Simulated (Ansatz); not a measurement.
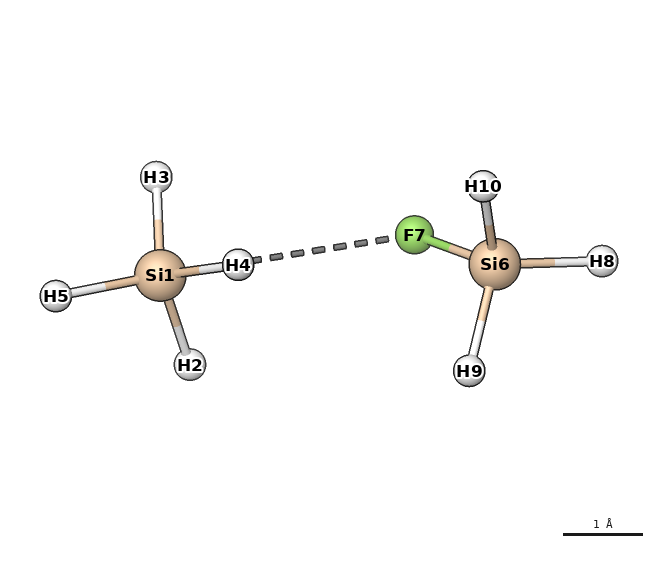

Two molecules or ions; the broken line marks their closest contact (measured against van der Waals radii). Geometry: a pair of rigid molecules at a changed separation. Program: Ansatz 0.2.0.

**Which two species are they?**

SiH4 and FH3Si (`F[SiH3].[SiH4]`).

**How long is the contact?**

Si1···F7 is 3.46 Å.

Give the counterpoise-corrected interaction energy (kJ/mol, monomers kept as in the pair) with RHF-CCSD(T) (frozen core)/def2-TZVPPD; PBE0-D4/def2-TZVPPD; ωB97M-V/def2-TZVPPD.

| level | interaction energy (kJ/mol) |
| --- | --- |
| RHF-CCSD(T) (frozen core)/def2-TZVPPD | −4.7 |
| PBE0-D4/def2-TZVPPD | −6.2 |
| ωB97M-V/def2-TZVPPD | −5.6 |
